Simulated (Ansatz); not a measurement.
WS2, response to strain

The reference is WS₂ (space group P6_3/mmc, No. 194; a = 3.154 Å, c = 12.141 Å; layered, stacked along the Cartesian z axis). Axes: x lies along a and z along c of the hexagonal cell.

Strains are applied to the cell and any free atomic positions relax.

All numbers come from DFT with PBE-D3(BJ), PAW potentials and a 420 eV plane-wave cutoff in Ansatz (a quantum-chemistry and plane-wave program), no SOC.

Notes on the quantities. energy relative to the base: free energy F.

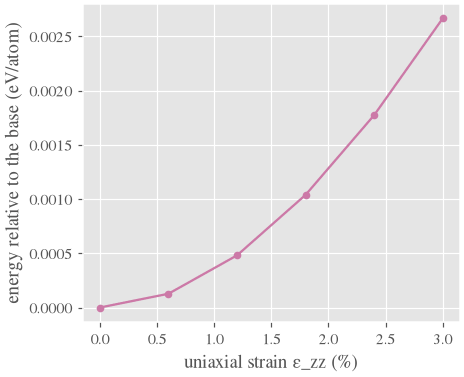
Energy relative to the base against uniaxial strain ε_zz

| uniaxial strain ε_zz (%) | energy relative to the base |
|---|---|
| 0.6 | +0.1 meV/atom |
| 1.2 | +0.5 meV/atom |
| 1.8 | +1.0 meV/atom |
| 2.4 | +1.8 meV/atom |
| 3 | +2.7 meV/atom |

No phonon test of stability was made.
